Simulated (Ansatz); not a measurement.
```tsv
atom	x (Å)	y (Å)	z (Å)
Al	-0.0031	-0.3672	-0.1374
H	0.1042	-0.3285	1.4275
O	1.3773	-0.4579	-1.0987
H	2.2588	-0.6667	-0.8059
O	-1.4993	-0.4650	-0.8964
H	-2.3695	-0.3496	-0.5357
F	-0.0203	2.2220	1.1310
H	0.0791	1.5125	1.7113
```

Level of theory: RKS BHLYP-D4/def2-SVP (Ansatz 0.2.0).

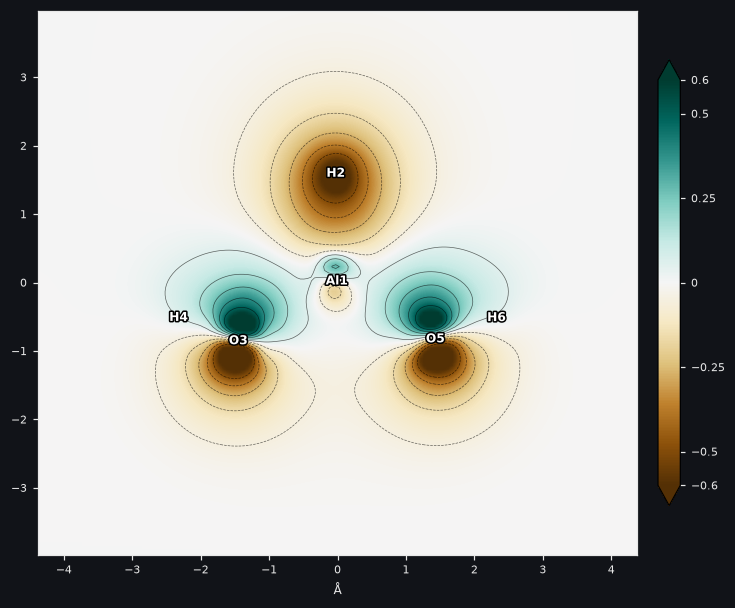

AlH$_{3}$O$_{2}$···HF. The HOMO on the plane of atoms H2, Al1 and O3 (values in Å⁻³ᐟ²; the overall sign is arbitrary).

What is the character of this orbital?

Its weight (Hirshfeld) is mainly on H2 (about 30 %), O5 (about 25 %), O3 (about 20 %) and Al1 (about 20 %). Its energy is −10.19 eV.
